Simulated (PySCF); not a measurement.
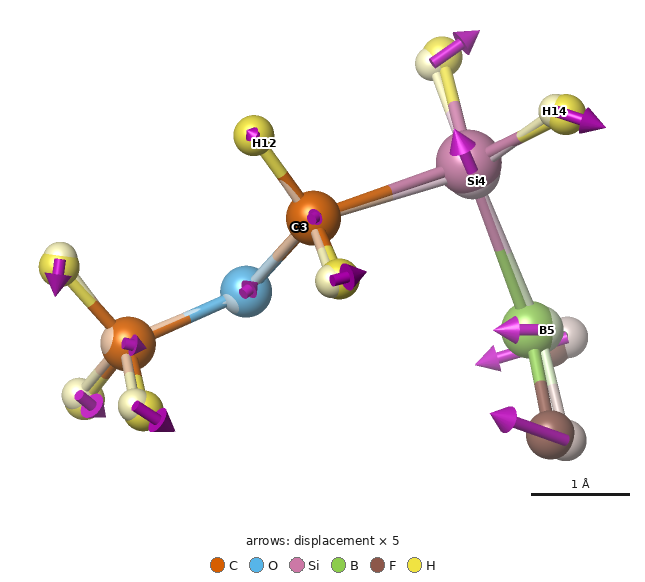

This is a relaxation of C₂H₇BF₂OSi. The starting structure is drawn faded, the final one solid; purple arrows show the displacements, magnified 5 times. The two geometries are superimposed by the best rigid fit.

The picture is a ball-and-stick view, seen at a tilt.

The start comes from GFN2-xTB. Its atoms were then displaced at random by about 0.01 Å.

Computed with PySCF 2.14.0, density-fitted response routines, PBE0-D3(BJ)/def2-SVP geometry optimisation, gas phase. 

### Which element moves most?

Fluorine: up to 0.21 Å, against 0.12 Å for hydrogen.

### What happened in the run?

The largest move after the best rigid fit is that of an F atom, 0.21 Å. By element the largest moves are F 0.21 Å, H 0.12 Å, Si 0.10 Å, B 0.10 Å, C 0.05 Å, O 0.05 Å. Some distances before and after: B–Si 1.966 → 2.027 Å, C–Si 1.956 → 1.899 Å, C–H 1.054 → 1.099 Å, C–H 1.075 → 1.109 Å. Among the angles between lasting bonds that change: C–Si–H 104.4° → 111.5°, B–Si–H 117.1° → 111.6°, C–Si–B 107.3° → 101.9°. Over 10 geometry steps the energy falls by 5.54 kcal/mol. The run took 2.3 min on 1 thread of Arm Neoverse N1 (shared host).
